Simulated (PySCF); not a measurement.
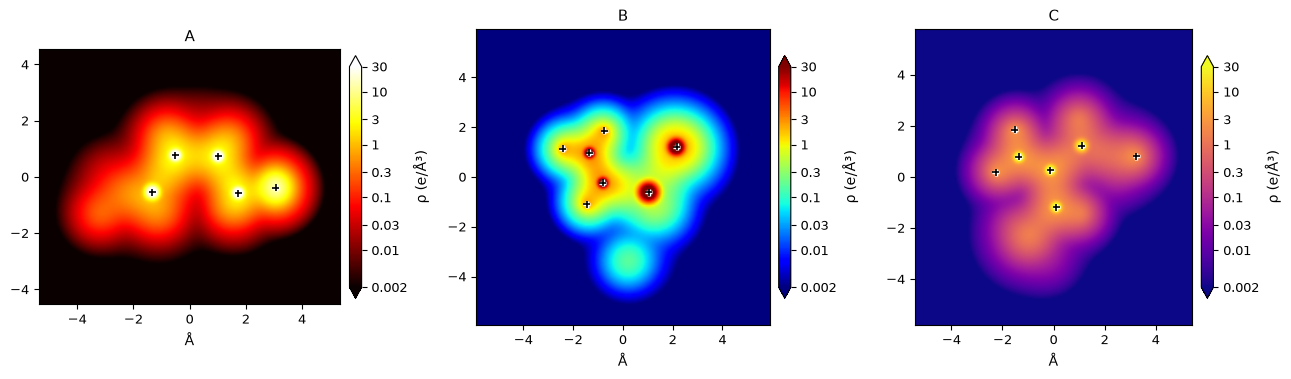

The total electron density of 3 systems, each on a plane through atoms (crosses mark nuclei in the plane).

Computed with PySCF 2.14.0, PBE0/pcSseg-1, SCF density, gas phase, non-relativistic.

System 1: C$_{2}$H$_{11}$NSSi$_{3}$, the plane of atoms C2, C1 and H9. Geometry: GFN2-xTB.

```xyz
18

C     2.8035   -0.3629   -0.6589
C     1.8406    0.5176   -0.4318
Si    0.4461    0.3252    0.8191
S     0.7629   -1.4468    1.9925
N    -1.0819    0.1707    0.0180
Si   -1.9868   -1.3313    0.0594
Si   -1.5948    1.4842   -1.0095
H     3.5629   -0.2149   -1.4116
H     2.8726   -1.2808   -0.0960
H     1.8095    1.4214   -1.0280
H     0.4001    1.4460    1.7625
H     1.9920   -1.1246    2.3697
H    -1.2214   -2.3679   -0.6341
H    -2.2157   -1.6770    1.4596
H    -3.2429   -1.0621   -0.6342
H    -1.3165    1.1503   -2.4079
H    -3.0202    1.7021   -0.7835
H    -0.8186    2.6572   -0.6103
```

System 2: C$_{6}$H$_{13}$BOSi, the plane of atoms C1, C2 and C5. Geometry: GFN2-xTB.

```yaml
atoms:
  - { symbol: C, position_ang: [-1.4241, -1.7035, -0.4012] }
  - { symbol: C, position_ang: [-1.0877, -0.4773, 0.0323] }
  - { symbol: B, position_ang: [-2.0500, 0.2804, 0.9916] }
  - { symbol: C, position_ang: [-2.1162, 1.8506, 1.0680] }
  - { symbol: C, position_ang: [0.1376, 0.1958, -0.4397] }
  - { symbol: Si, position_ang: [0.5748, 0.3814, -2.2875] }
  - { symbol: C, position_ang: [1.3704, -0.6111, -0.9008] }
  - { symbol: O, position_ang: [2.6092, -0.1556, -0.4306] }
  - { symbol: C, position_ang: [2.8606, -0.5081, 0.9095] }
  - { symbol: H, position_ang: [-0.8587, -2.2489, -1.1408] }
  - { symbol: H, position_ang: [-2.3102, -2.1912, -0.0331] }
  - { symbol: H, position_ang: [-2.7673, -0.3449, 1.6801] }
  - { symbol: H, position_ang: [-1.7842, 2.1723, 2.0604] }
  - { symbol: H, position_ang: [-1.5150, 2.3770, 0.3298] }
  - { symbol: H, position_ang: [-3.1456, 2.2005, 0.9782] }
  - { symbol: H, position_ang: [0.4199, 1.0387, 0.1844] }
  - { symbol: H, position_ang: [-0.2609, -0.3359, -3.2323] }
  - { symbol: H, position_ang: [1.2478, 1.5857, -2.7204] }
  - { symbol: H, position_ang: [1.2726, -1.6943, -0.8249] }
  - { symbol: H, position_ang: [2.8705, -1.5989, 1.0296] }
  - { symbol: H, position_ang: [3.8407, -0.1049, 1.1615] }
  - { symbol: H, position_ang: [2.1054, -0.0881, 1.5840] }
```

System 3: C$_{5}$H$_{10}$B$_{2}$F$_{2}$, the plane of atoms B3, C4 and C6. Geometry: GFN2-xTB.

```xyz
19

B     2.3703   -1.2595    0.8528
C     2.3408    0.1033    0.0692
B     0.8918    0.6782    0.2627
C    -0.2361    0.2681   -0.7266
C    -1.4755    1.1136   -0.9294
C    -1.6000   -0.1875   -0.2209
C    -1.8762   -0.2190    1.2528
F    -3.1964   -0.4529    1.4831
F    -1.2162   -1.2438    1.8583
H     2.7351   -1.2934    1.9624
H     2.0207   -2.2418    0.3253
H     2.5353   -0.0727   -0.9881
H     3.0843    0.7912    0.4669
H     0.6644    1.4093    1.1507
H     0.0682   -0.2800   -1.6126
H    -1.8864    1.1947   -1.9240
H    -1.5671    2.0164   -0.3446
H    -2.0626   -1.0210   -0.7359
H    -1.6043    0.7062    1.7793
```

Question: Match each panel to its system.

Answer: Panel A is system 3, C$_{5}$H$_{10}$B$_{2}$F$_{2}$: the plane holds B, C and F. C–F (1.36 Å): the density is about 2.2 e/Å³ at the midpoint, with its minimum of 1.8 e/Å³ about 0.5 Å from C. Panel B is system 1, C$_{2}$H$_{11}$NSSi$_{3}$: the plane holds C, Si, S and H. C–C (1.32 Å): the density is about 2.3 e/Å³ at the midpoint. Panel C is system 2, C$_{6}$H$_{13}$BOSi: the plane holds C, B and H. C–C (1.34 Å): ρ at the midpoint is about 2.2 e/Å³.
